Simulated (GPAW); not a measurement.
Converging the SCF threshold: W (Im-3m, 1 atom in the cell)

```xyz
1
Lattice="-1.5721 1.5721 1.5721 1.5721 -1.5721 1.5721 1.5721 1.5721 -1.5721" Properties=species:S:1:pos:R:3 pbc="T T T"
W      0.0000     0.0000     0.0000
```

Method: PBE, GPAW PAW datasets PBE (gpaw-data 1.0.1) (plane waves; GPAW 25.7.0).

Base settings: mode = pw; ecut = 600 eV; xc = PBE; kpts = 13 13 13; mesh shift (steps) = 0 0 0; occupations.name = fermi-dirac; occupations.width = 0.1 eV; nbands = -5; symmetry.symmorphic = false; symmetry.tolerance = 0.0005.

Moved along: convergence.density, convergence.eigenstates.

The mesh stays at the base's, so the ladder's end is converged at best in this setting alone.

Only quantities that move along the ladder and can be compared are tabulated.

The count of work is k-points × plane waves × bands × iterations; it is no time. 

The starting cell has typed, rounded lattice constants, without a prior relaxation at this level. Its lattice was rescaled by up to half a per cent. Spin polarisation is off. In the base run, with a pressure of about 12 GPa the cell is away from its equilibrium volume at this level.

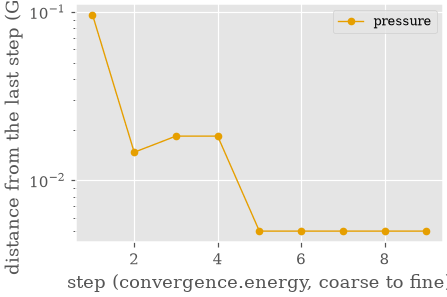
Figure: Distance from the last step along the ladder; very small values are drawn at a floor.

```csv
convergence.energy,pressure (GPa),count of work / last
0.007 eV/electron,11.70,0.11
0.0007 eV/electron,11.78,0.13
7e-05 eV/electron,11.78,0.14
7e-06 eV/electron,11.78,0.14
7e-07 eV/electron,11.80,0.18
7e-08 eV/electron,11.80,0.20
7e-09 eV/electron,11.80,0.23
7e-10 eV/electron,11.80,0.24
7e-12 eV/electron,11.80,0.25
7e-14 eV/electron,11.80,1.0
```

Coarsest convergence.energy that holds the pressure within 0.05 GPa of the last step, with all finer ones: 0.0007 eV/electron, at 0.13 of the last step's count of work; the step before is off by 0.10 GPa.
